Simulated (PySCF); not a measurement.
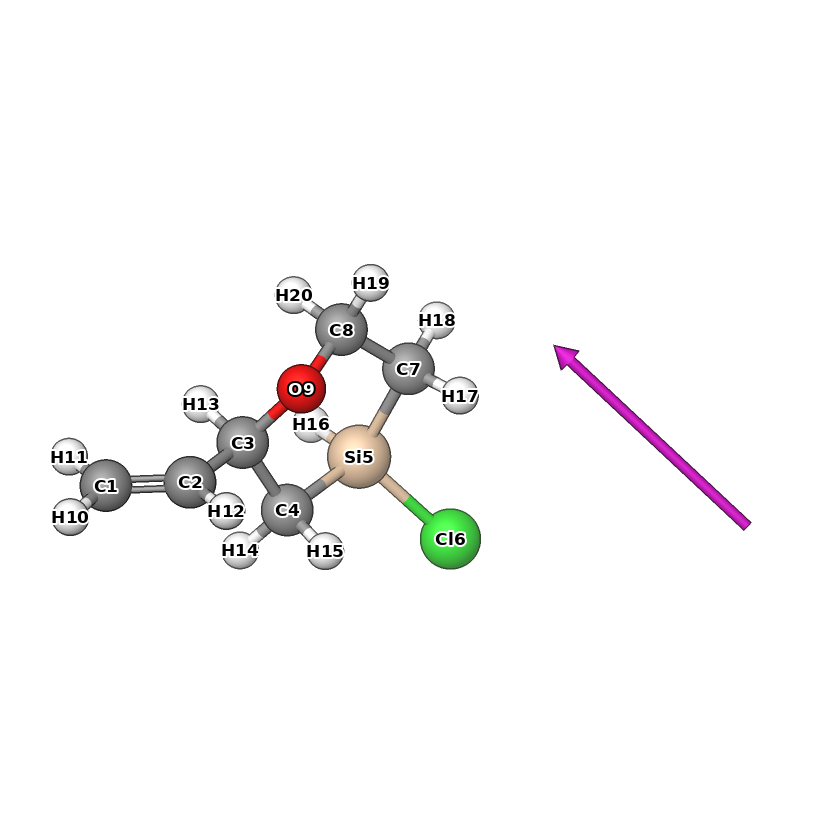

The arrow beside the molecule shows the direction of the dipole moment, from the negative to the positive end (its length means nothing). Computed geometry: PBE0-D3(BJ)/def2-SVP optimisation. No frequency run is at hand to confirm it as a minimum. Method: PBE0/pcSseg-1, gas phase (PySCF 2.14.0).

How large is the dipole moment?

Answer. 1.73 D; it points from the side of Cl6 to the side of H11 (the outermost atoms at the two ends).
